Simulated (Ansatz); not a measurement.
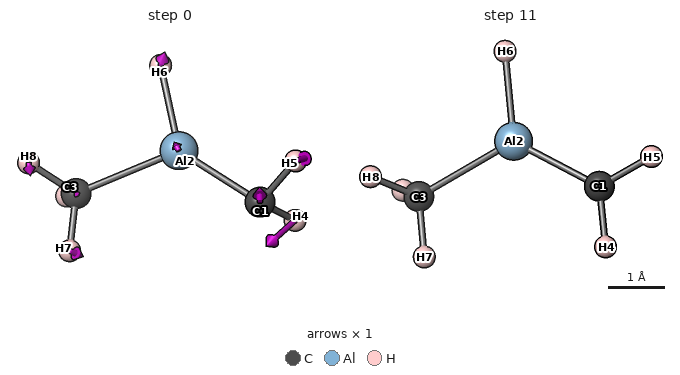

The structure of C$_{2}$H$_{6}$Al (charge −1) before (left) and after (right) a relaxation, at one scale. The purple arrows give the displacements, at their true length.

The picture is a ball-and-stick view, seen at a tilt.

The run prepares an end point of a later path (inversion) calculation, from a guessed geometry.

These are results of Ansatz, RKS revPBE-D4/def2-SVP, not measurements.

The input:
```yaml
crystal:
  periodic: [false, false, false]
  atoms:
    - { symbol: C, position_ang: [-1.03905, 0.70504, -1.6371] }
    - { symbol: Al, position_ang: [0.04155, 0.61286, -0.08113] }
    - { symbol: C, position_ang: [0.70324, -1.09673, 0.88231] }
    - { symbol: H, position_ang: [-2.09221, 0.80406, -1.26767] }
    - { symbol: H, position_ang: [-0.84076, 1.6832, -2.14137] }
    - { symbol: H, position_ang: [0.75041, 1.67564, 0.99349] }
    - { symbol: H, position_ang: [0.45526, -2.00845, 0.31728] }
    - { symbol: H, position_ang: [1.78734, -1.14415, 1.06448] }
    - { symbol: H, position_ang: [0.23422, -1.23146, 1.86971] }
total_charge: -1
basis:
  gaussian: { orbitals: def2-SVP }
hamiltonian:
  xc: revpbe
  dispersion: d4
relax:
  f_tol: 0.015
  max_steps: 40
```

Command:
```bash
ansatz run input.yaml --threads 1 --pin off --max-ram 2048MiB --backend cpu --events-out ev --progress --plain --runs-dir out
```

> Summarise the run.

H4 moves most after the best rigid fit: 1.07 Å. Largest moves by element: H 1.07 Å, C 0.37 Å, Al 0.21 Å. Among the contacts that change: C1–Al2 1.897 → 1.854 Å, Al2–C3 2.071 → 2.035 Å, Al2–H6 1.669 → 1.651 Å, C3–H8 1.100 → 1.116 Å. Bond angles that change, for instance: Al2–C1–H4 105.6° → 124.4°, C3–Al2–H6 95.2° → 111.8°, Al2–C1–H5 108.1° → 124.6°. After 11 geometry steps the energy has fallen by 88.1 kJ/mol. Largest force component: 0.73 eV/Å at the start, 0.0087 eV/Å at the end.

Limits of the set-up: the basis has no diffuse functions, which an anion needs.
